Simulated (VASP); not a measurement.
Band structure of Nd (relaxed from the bcc structure, space group Im-3m). Calculation: r2SCAN meta-GGA, VASP's PBE PAW potentials (set 64) (plane waves; VASP).

The 4f electrons are frozen in the core of the lanthanide potential, so 4f levels, which can set the real gap, and their magnetism are missing.

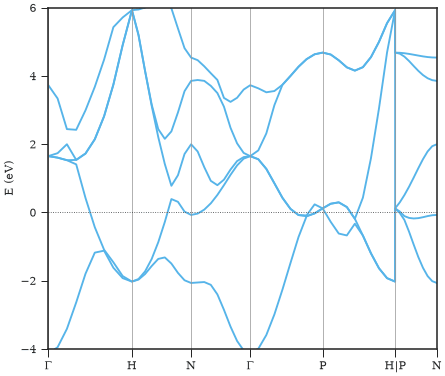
Fig. 1. Bands along high-symmetry lines, zero at the valence-band maximum or, without a gap, the Fermi level

Task: Read the plot: is there a gap, and where are the band edges?

Result: It has no gap at this level: it comes out as a metal or semimetal.

The structure was generated: Nd was put into the bcc type (Im-3m), which need not be its known phase. It was relaxed first.
